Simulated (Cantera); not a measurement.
Feed: 1 mol Si, 16 mol HBr, 9.6 mol N₂, 0.09 mol NH₃, equilibrated at 5.40 Pa.

Equilibrium computed with Cantera from the NASA thermochemical tables; the gas is ideal and each condensed phase is pure. Candidate condensed phases: Br₂, Si, Si₃N₄; 28 gas species. The tables' values for SiBr, SiBr₃ are old estimates; treat these amounts as uncertain. The numbers say what is thermodynamically allowed, not how fast it happens.

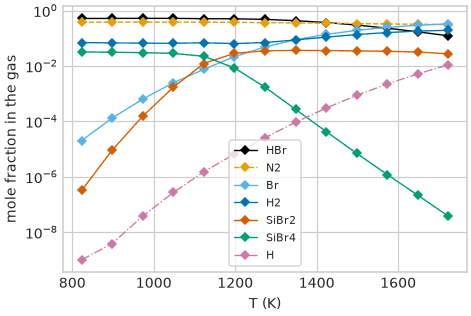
Fig. 1. Equilibrium gas composition (values under 1e-9 drawn at 1e-9)

Task: Read off the mole fractions at 1198 K.

Result: HBr about 0.50, N₂ about 0.37, H₂ about 0.064, SiBr₂ about 0.028, Br about 0.021, SiBr₄ about 0.0084, H about 6.6e-6.
